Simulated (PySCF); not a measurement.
System: C4H5FO3Si (SMILES [O-][C]1OCOC=C1[SiH2]F) (charge −1, doublet).

```xyz
14

O     0.2985   -2.2882   -0.2387
C    -0.2503   -1.1727   -0.2597
O    -1.6690   -1.1350   -0.3919
C    -2.2171    0.0350    0.1137
O    -1.7251    1.2000   -0.4568
C    -0.3162    1.2523   -0.3245
C     0.4011    0.0689   -0.1514
Si    2.2102   -0.1403    0.1025
F     2.9151    1.3314    0.3209
H    -3.2943    0.0004   -0.0988
H    -2.0629    0.0689    1.2165
H     0.0663    2.2475   -0.1837
H     2.6226   -0.8153    1.3400
H     3.0204   -0.6534   -1.0105
```

Geometry: GFN2-xTB.

Level of theory: UKS B3LYP, pcH-1 on C F H O Si, non-relativistic, mean-field spin-orbit, GIAO in PySCF.

Question: What will maps of the electron density, electron localisation function and spin density show?

Answer: C–O (1.24 Å): ρ at the midpoint is about 3 e/Å³; the ELF peaks at about 0.85 between the atoms, as expected for a polar covalent bond.
C–C (1.39 Å): ρ is about 2 e/Å³ halfway; the ELF peaks at about 0.95 between the atoms: a covalent bond.
Si–F (1.65 Å): ρ at the midpoint is about 0.97 e/Å³; the ELF peaks at about 0.85 in the valence shell of F, 0.6 Å from its nucleus, and is about 0.50 at the midpoint.
C–Si (1.84 Å): ρ is about 1 e/Å³ halfway; the ELF peaks at about 0.95 between the atoms: a shared electron pair.
The unpaired spin (1 electron) lies mostly on C6 (about 0.5), O1 (about 0.1), C2 (about 0.1), C7 (about 0.1) and O5 (about 0.1), in electrons by Hirshfeld's partition.

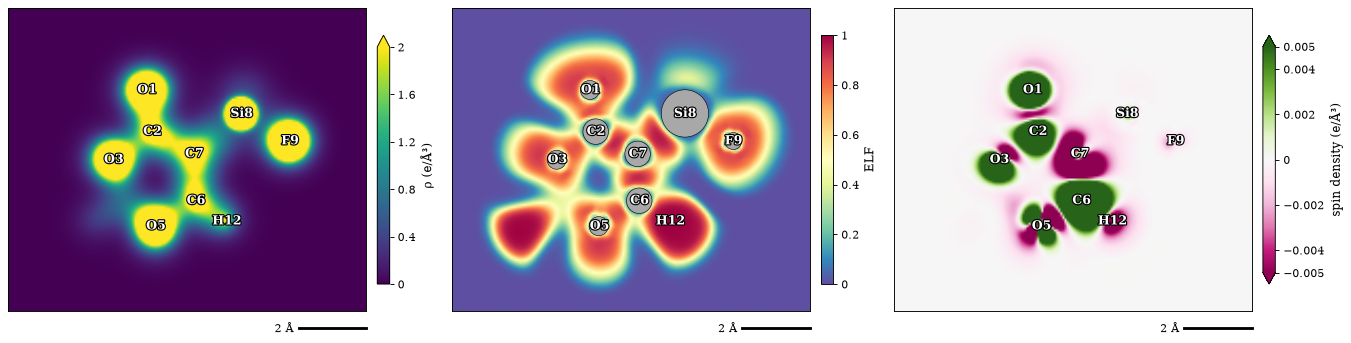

Computed electron density, electron localisation function and spin density on the plane of atoms C7, Si8 and F9, in this order. Grey discs cover the atomic cores in the ELF map. 
